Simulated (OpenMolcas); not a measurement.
**Excited-state calculation, with input and output: AlHOF (part 3 of 4)**

AlHOF, multiplicity 2, SMILES [OH][Al][F]; MC-PDFT (tLSDA)/ANO-R2, sfX2C (OpenMolcas 26.06). The geometry comes from this level: GFN2-xTB.

Geometry of the input (Å):
```
O  -0.5063  0.6994  -0.5203
Al 0.2242  -0.4601  0.4053
F  1.2063  -1.6006  1.1722
H  -0.9242  1.3613  -1.0572
```

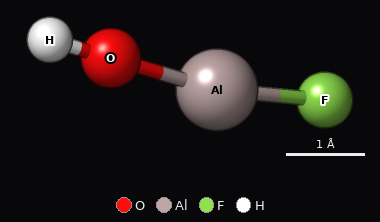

**Figure 1.** The structure as given in the input (ball-and-stick view, seen at a tilt). Sticks mark near contacts.

**What the program printed, continued**
```
                O1      AL2     F3      H4
      1s       1.9996  2.0000  2.0000  0.4344
      2s       1.6610  1.9960  1.8483  0.2394
      2px      1.5935  1.9991  1.8337  0.0456
      2pz      1.5491  1.9990  1.8598  0.0428
      2py      1.4767  1.9985  1.8316  0.0400
      3s       0.0030  0.4625 -0.0077 -0.0029
      3px      0.0402  0.2384  0.0253  0.0032
      3pz      0.0205  0.5805  0.0176  0.0020
      3py      0.0039  0.6161  0.0176  0.0007
      4s       0.0012  0.0044  0.0006  0.0000
      3d2+     0.0012  0.0457  0.0015  0.0070
      3d1+     0.0012  0.0293  0.0012  0.0036
      3d0      0.0011  0.0370  0.0010  0.0076
      3d1-     0.0022  0.0367  0.0014  0.0036
      3d2-     0.0014  0.0414  0.0019  0.0045
      4px      0.0016  0.0186  0.0008  0.0000
      4pz      0.0006  0.0177 -0.0027  0.0000
      4py      0.0003  0.0323 -0.0029  0.0000
      5s       0.0000  0.0029  0.0000  0.0000
      4d2+     0.0002  0.0249  0.0005  0.0000
      4d1+     0.0000  0.0145  0.0004  0.0000
      4d0      0.0003  0.0203  0.0004  0.0000
      4d1-    -0.0000  0.0166  0.0004  0.0000
      4d2-     0.0000  0.0201  0.0006  0.0000
      5px      0.0002  0.0080 -0.0002  0.0000
      5pz      0.0001  0.0081 -0.0010  0.0000
      5py      0.0002  0.0128 -0.0011  0.0000
      4f3+     0.0003  0.0127  0.0001  0.0000
      4f2+     0.0003  0.0152  0.0000  0.0000
      4f1+     0.0002  0.0108  0.0000  0.0000
      4f0      0.0002  0.0060  0.0000  0.0000
      4f1-     0.0003  0.0186  0.0000  0.0000
      4f2-     0.0006  0.0151  0.0001  0.0000
      4f3-     0.0002  0.0160  0.0001  0.0000
      5d2+     0.0000 -0.0009  0.0000  0.0000
      5d1+     0.0000  0.0005  0.0000  0.0000
      5d0      0.0000 -0.0007  0.0000  0.0000
      5d1-     0.0000  0.0011  0.0000  0.0000
      5d2-     0.0000  0.0016  0.0000  0.0000
      6px      0.0000  0.0003  0.0000  0.0000
      6pz      0.0000  0.0001  0.0000  0.0000
      6py      0.0000  0.0002  0.0000  0.0000
      Total    8.3613 12.3779  9.4293  0.8314

      N-E     -0.3613  0.6221 -0.4293  0.1686

      Total electronic charge=   31.000000

      Total            charge=   -0.000000
--

      Expectation values of various properties for root number:  3
      -----------------------------------------------------------

++    Molecular properties:
      ---------------------

      Charge (e):
                      =   -0.0000
      Dipole Moment (debye):
      Origin of the operator (angstrom)=    0.3166   -0.4805    0.3782
                   X= -1.5962E+00               Y=  1.8564E+00               Z= -9.7108E-01           Total=  2.6338E+00
      Quadrupole Moment (debye*angstrom):
      Origin of the operator (angstrom)=    0.3166   -0.4805    0.3782
                  XX= -2.2572E+01              XY=  4.7065E-02              XZ= -2.0113E+00              YY= -2.5027E+01
                  YZ= -2.7368E+00              ZZ= -2.3914E+01
      In traceless form (debye*angstrom)
                  XX=  1.8983E+00              XY=  7.0597E-02              XZ= -3.0169E+00              YY= -1.7834E+00
                  YZ= -4.1051E+00              ZZ= -1.1486E-01
--

      Mulliken spin population analysis for root number:  3
      ---------------------------------------------------

++    Molecular charges:
      ------------------

      Mulliken spin population per centre and basis function type
      ---------------------------------------------------

                O1      AL2     F3      H4
      1s       0.0000  0.0000  0.0000 -0.0075
      2s      -0.0005 -0.0000  0.0000 -0.0006
      2px      0.0063  0.0000  0.0018  0.0000
      2pz      0.0569  0.0000  0.0100  0.0010
      2py      0.0649  0.0000  0.0095  0.0015
      3s      -0.0003  0.0192 -0.0001  0.0002
      3px     -0.0005  0.0653 -0.0014 -0.0001
      3pz     -0.0041  0.3901 -0.0084 -0.0001
      3py     -0.0033  0.4086 -0.0083 -0.0002
      4s      -0.0001 -0.0005  0.0000  0.0000
      3d2+     0.0005  0.0006  0.0001  0.0004
      3d1+     0.0002  0.0002  0.0001  0.0002
      3d0      0.0006  0.0001  0.0001  0.0004
      3d1-    -0.0000 -0.0006  0.0000 -0.0000
      3d2-     0.0000  0.0002  0.0000  0.0000
      4px      0.0000  0.0001 -0.0007  0.0000
      4pz     -0.0003  0.0002 -0.0041  0.0000
      4py      0.0001  0.0001 -0.0040  0.0000
      5s       0.0000 -0.0001  0.0000  0.0000
      4d2+    -0.0001  0.0003  0.0000  0.0000
      4d1+    -0.0001  0.0001  0.0000  0.0000
      4d0     -0.0001  0.0000  0.0000  0.0000
      4d1-     0.0000 -0.0002  0.0000  0.0000
      4d2-    -0.0000  0.0002  0.0000  0.0000
      5px      0.0000  0.0000 -0.0002  0.0000
      5pz      0.0001  0.0001 -0.0010  0.0000
      5py      0.0002  0.0001 -0.0010  0.0000
      4f3+    -0.0000  0.0012  0.0000  0.0000
      4f2+    -0.0000  0.0011  0.0000  0.0000
      4f1+    -0.0000  0.0017  0.0000  0.0000
      4f0     -0.0000  0.0002 -0.0000  0.0000
      4f1-    -0.0000  0.0025  0.0000  0.0000
      4f2-    -0.0000  0.0004  0.0000  0.0000
      4f3-    -0.0000  0.0009  0.0000  0.0000
      5d2+     0.0000 -0.0000  0.0000  0.0000
      5d1+     0.0000 -0.0000  0.0000  0.0000
      5d0      0.0000 -0.0000  0.0000  0.0000
      5d1-     0.0000  0.0000  0.0000  0.0000
      5d2-     0.0000  0.0000  0.0000  0.0000
      6px      0.0000 -0.0000  0.0000  0.0000
      6pz      0.0000 -0.0000  0.0000  0.0000
      6py      0.0000 -0.0000  0.0000  0.0000
      Total    0.1204  0.8921 -0.0075 -0.0049

      Total electronic spin=    1.000000
--

      LoProp population analysis for root number:  3
      -----------------------------------------------

++    LoProp analysis:
      ----------------

++    Static properties:
      ------------------

      LoProp Charges per center

                   O1       AL2      F3       H4
      Nuclear      8.0000  13.0000   9.0000   1.0000
      Electronic  -8.7218 -12.2269  -9.5328  -0.5185

      Total       -0.7218   0.7731  -0.5328   0.4815
--

      Natural Bond Order analysis for root number:  3

++    Natural Bond Order analysis
      ---------------------------
      Based on LoProp computed density
      -------------------------------------------------------------------------------------
      Atom A       Atom B       Bond Order
      -------------------------------------------------------------------------------------
      NBO located      0.970 non-bonded electrons on atom O1
      NBO located      1.003 non-bonded electrons on atom O1
      NBO located      1.000 non-bonded electrons on atom AL2
      NBO located      0.998 non-bonded electrons on atom AL2
      NBO located      0.998 non-bonded electrons on atom AL2
      NBO located      0.999 non-bonded electrons on atom AL2
      NBO located      0.999 non-bonded electrons on atom AL2
      NBO located      1.000 non-bonded electrons on atom F3
      The remaining    8.614 electrons are to be considered as diffuse
--

--

      Von Neumann Entropy (Root   4) =  1.29277

      Mulliken population analysis for root number:  4
      -----------------------------------------------

++    Molecular charges:
      ------------------

      Mulliken charges per centre and basis function type
      ---------------------------------------------------

                O1      AL2     F3      H4
      1s       1.9996  2.0000  2.0000  0.4441
      2s       1.7055  1.9960  1.8516  0.1963
      2px      1.6399  1.9991  1.8487  0.0430
      2pz      1.3040  1.9990  1.8583  0.0367
      2py      1.1430  1.9985  1.8411  0.0364
      3s       0.1786  1.4351  0.0186 -0.0025
      3px      0.0199  0.1903  0.0236  0.0026
      3pz      0.0097  0.1760  0.0240  0.0010
      3py      0.0036  0.1822  0.0231 -0.0002
      4s       0.0008  0.0717  0.0012  0.0000
      3d2+     0.0006  0.0399  0.0014  0.0051
      3d1+     0.0012  0.0501  0.0012  0.0032
      3d0      0.0002  0.0300  0.0010  0.0054
      3d1-     0.0032  0.0894  0.0014  0.0048
      3d2-     0.0019  0.0870  0.0019  0.0052
      4px      0.0031  0.0182  0.0009  0.0000
      4pz      0.0032  0.0180  0.0009  0.0000
      4py      0.0053  0.0319  0.0009  0.0000
      5s       0.0000  0.0058  0.0000  0.0000
      4d2+     0.0001  0.0214  0.0005  0.0000
      4d1+     0.0001  0.0253  0.0004  0.0000
      4d0      0.0001  0.0164  0.0003  0.0000
      4d1-     0.0003  0.0445  0.0005  0.0000
      4d2-     0.0001  0.0440  0.0006  0.0000
      5px      0.0006  0.0077 -0.0001  0.0000
      5pz      0.0007  0.0083 -0.0001  0.0000
      5py      0.0013  0.0126 -0.0000  0.0000
      4f3+     0.0003  0.0116  0.0001  0.0000
      4f2+     0.0003  0.0147  0.0000  0.0000
      4f1+     0.0001  0.0090  0.0000  0.0000
      4f0      0.0002  0.0058  0.0000  0.0000
      4f1-     0.0002  0.0163  0.0000  0.0000
      4f2-     0.0007  0.0150  0.0001  0.0000
      4f3-     0.0001  0.0151  0.0001  0.0000
      5d2+     0.0000 -0.0008  0.0000  0.0000
      5d1+     0.0000  0.0006  0.0000  0.0000
      5d0      0.0000 -0.0006  0.0000  0.0000
      5d1-     0.0000  0.0011  0.0000  0.0000
      5d2-     0.0000  0.0015  0.0000  0.0000
      6px      0.0000  0.0002  0.0000  0.0000
      6pz      0.0000  0.0002  0.0000  0.0000
      6py      0.0000  0.0003  0.0000  0.0000
      Total    8.0284 12.6884  9.5022  0.7810

      N-E     -0.0284  0.3116 -0.5022  0.2190

      Total electronic charge=   31.000000

      Total            charge=   -0.000000
--

      Expectation values of various properties for root number:  4
      -----------------------------------------------------------

++    Molecular properties:
      ---------------------

      Charge (e):
                      =   -0.0000
      Dipole Moment (debye):
      Origin of the operator (angstrom)=    0.3166   -0.4805    0.3782
                   X= -3.4104E+00               Y=  5.2289E+00               Z= -4.1190E+00           Total=  7.4792E+00
      Quadrupole Moment (debye*angstrom):
      Origin of the operator (angstrom)=    0.3166   -0.4805    0.3782
                  XX= -2.4527E+01              XY= -2.1813E+00              XZ=  2.2533E+00              YY= -2.1203E+01
                  YZ= -3.0396E+00              ZZ= -2.2570E+01
      In traceless form (debye*angstrom)
                  XX= -2.6410E+00              XY= -3.2719E+00              XZ=  3.3799E+00              YY=  2.3459E+00
                  YZ= -4.5593E+00              ZZ=  2.9516E-01
--

      Mulliken spin population analysis for root number:  4
      ---------------------------------------------------

++    Molecular charges:
      ------------------

      Mulliken spin population per centre and basis function type
      ---------------------------------------------------

                O1      AL2     F3      H4
      1s       0.0000 -0.0000 -0.0000 -0.0116
      2s       0.0073 -0.0000  0.0000 -0.0052
      2px      0.0816  0.0000 -0.0004  0.0015
      2pz      0.3591  0.0000  0.0010  0.0083
      2py      0.4323  0.0000  0.0009  0.0105
      3s       0.0010 -0.0007 -0.0000  0.0002
      3px     -0.0007  0.0028  0.0002  0.0001
      3pz      0.0047  0.0287 -0.0006  0.0006
      3py      0.0059  0.0341 -0.0006  0.0007
      4s      -0.0001  0.0004  0.0000  0.0000
      3d2+     0.0001  0.0061  0.0000  0.0022
      3d1+     0.0001  0.0031  0.0000  0.0012
      3d0      0.0001  0.0060  0.0000  0.0022
      3d1-    -0.0000  0.0004  0.0000  0.0001
      3d2-     0.0000 -0.0000  0.0000  0.0001
      4px      0.0000 -0.0000  0.0001  0.0000
      4pz      0.0001  0.0000 -0.0003  0.0000
      4py      0.0002 -0.0000 -0.0003  0.0000
      5s       0.0000 -0.0001  0.0000  0.0000
      4d2+     0.0001  0.0033  0.0000  0.0000
      4d1+     0.0000  0.0017  0.0000  0.0000
      4d0      0.0001  0.0033  0.0000  0.0000
      4d1-    -0.0000  0.0002  0.0000  0.0000
      4d2-     0.0000 -0.0000 -0.0000  0.0000
      5px      0.0000  0.0000  0.0000  0.0000
      5pz      0.0000  0.0002 -0.0001  0.0000
      5py      0.0000  0.0002 -0.0001  0.0000
      4f3+     0.0000  0.0009  0.0000  0.0000
      4f2+     0.0000  0.0013  0.0000  0.0000
      4f1+     0.0000  0.0016  0.0000  0.0000
      4f0      0.0000  0.0004  0.0000  0.0000
      4f1-     0.0000  0.0023  0.0000  0.0000
      4f2-     0.0000  0.0004 -0.0000  0.0000
      4f3-     0.0000  0.0011  0.0000  0.0000
      5d2+     0.0000 -0.0002  0.0000  0.0000
      5d1+     0.0000 -0.0001  0.0000  0.0000
      5d0      0.0000 -0.0002  0.0000  0.0000
      5d1-     0.0000 -0.0000  0.0000  0.0000
      5d2-     0.0000 -0.0000  0.0000  0.0000
      6px      0.0000 -0.0000  0.0000  0.0000
      6pz      0.0000 -0.0000  0.0000  0.0000
      6py      0.0000 -0.0000  0.0000  0.0000
      Total    0.8919  0.0972 -0.0001  0.0111

      Total electronic spin=    1.000000
--

      LoProp population analysis for root number:  4
      -----------------------------------------------

++    LoProp analysis:
      ----------------

++    Static properties:
      ------------------

      LoProp Charges per center

                   O1       AL2      F3       H4
      Nuclear      8.0000  13.0000   9.0000   1.0000
      Electronic  -8.2949 -12.5193  -9.5980  -0.5877

      Total       -0.2949   0.4807  -0.5980   0.4123
--

      Natural Bond Order analysis for root number:  4

++    Natural Bond Order analysis
      ---------------------------
      Based on LoProp computed density
      -------------------------------------------------------------------------------------
      Atom A       Atom B       Bond Order
      -------------------------------------------------------------------------------------
      NBO located      1.009 non-bonded electrons on atom O1
      NBO located      0.994 non-bonded electrons on atom O1
      NBO located      0.979 non-bonded electrons on atom AL2
      NBO located      1.000 non-bonded electrons on atom AL2
      NBO located      0.999 non-bonded electrons on atom AL2
      NBO located      0.998 non-bonded electrons on atom AL2
      NBO located      0.999 non-bonded electrons on atom AL2
      NBO located      1.000 non-bonded electrons on atom F3
      The remaining    8.605 electrons are to be considered as diffuse
--

--

      Average orbitals are written to the RASORB file
      Natural orbitals for root   1 are written to the RASORB.1 file
      Natural orbitals for root   2 are written to the RASORB.2 file
      Natural orbitals for root   3 are written to the RASORB.3 file
      Natural orbitals for root   4 are written to the RASORB.4 file
      Spin density orbitals for root   1 are written to the SPDORB.1 file
      Spin density orbitals for root   2 are written to the SPDORB.2 file
      Spin density orbitals for root   3 are written to the SPDORB.3 file
      Spin density orbitals for root   4 are written to the SPDORB.4 file

--- Stop Module: rasscf /rc=_RC_ALL_IS_WELL_ ---
           step5.RasOrb.2 step5.RasOrb.3 step5.RasOrb.4 step5.rasscf.h5 step5.SpdOrb.1 step5.SpdOrb.2 step5.SpdOrb.3 step5.SpdOrb.4 xmldump
--- Module rasscf spent 8 seconds ---

--- Start Module: mcpdft ---

                                              &MCPDFT

                       available to each process: 1.9 GB of memory, 1 thread

 ###############################################################################
 ###    WARNING: Deprecation warning: KSDF should be replaced                ###
 ###    with FUNC keyword                                                    ###
 ###############################################################################

++    Wave function specifications:
      -----------------------------

      Number of closed shell electrons          22
      Number of electrons in active shells       9
      Max number of holes in RAS1 space          0
      Max nr of electrons in RAS3 space          0
      Number of inactive orbitals               11
      Number of active orbitals                  9
      Number of secondary orbitals             102
      Spin quantum number                      0.5
      State symmetry                             1
      Number of CSFs                          8820
      Number of RASSCF root(s) available         4
--

++    Orbital specifications:
      -----------------------

      Symmetry species                           1
                                                 a
      Frozen orbitals                            0
      Inactive orbitals                         11
      Active orbitals                            9
      RAS1 orbitals                              0
      RAS2 orbitals                              9
      RAS3 orbitals                              0
      Secondary orbitals                       102
      Deleted orbitals                           0
      Number of basis functions                122
--

++    MCPDFT specifications:
      ----------------------

      Cholesky decomposition                     On
      Type of calculation                        MC-PDFT
      On-Top Functional                          T:LSDA
      Exchange scaling factor                    1.00
      Correlation scaling factor                 1.00
      Wave function energy weight                0.00
--

      Numerical integration parameters
      --------------------------------
      Radial quadrature type:                         MHL
      Size of radial grid:                            75
      Lebedev angular grid:                           29
      Angular grid pruned with the crowding factor:  3.00E+00
                                 and fading factor:  6.00E+00
      Screening threshold for integral computation:   1.00E-11
      Radial quadrature accuracy:                     1.00E-25
      Maximum batch size:                             128
      AO values are stored on disk

++    DFT functional specifications:
      ------------------------------
      Using Libxc version: 6.2.2
      Please cite the following reference:
      S. Lehtola, C. Steigemann, M. J.T. Oliveira, and M. A.L. Marques.,  SoftwareX 7, 1–5 (2018) doi:10.1016/j.softx.2017.11.002
```
